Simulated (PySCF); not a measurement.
Vertical excitations of a molecule C₂H₆F₂Si from TDA-PBE/def2-SVPD (PySCF), as energy in eV (oscillator strength): 6.35 (0.001), 7.02 (0.004), 7.39 (0.005), 7.52 (0.009), 7.59 (0.003), 7.81 (0.126), 8.11 (0.013), 8.12 (0.008), 8.28 (0.037), 8.38 (0.010). Lowest triplet (TDA): 6.03 eV. The structure is a stationary point at ωB97X-D3(BJ)/def2-SVP. Other conformers were not sampled.

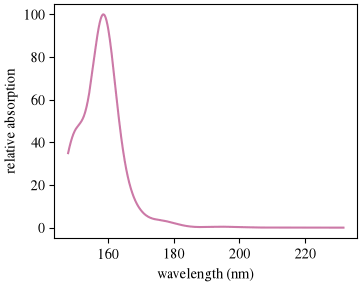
*The lines broadened by 0.4 eV.*

Problem. Which molecule gave these data?
(A) FC(F)C[SiH3]
(B) C[C@@H](F)[SiH2]F
(C) CC(F)(F)[SiH3]
(D) C[SiH2]C(F)F

Solution. B, C[C@@H](F)[SiH2]F
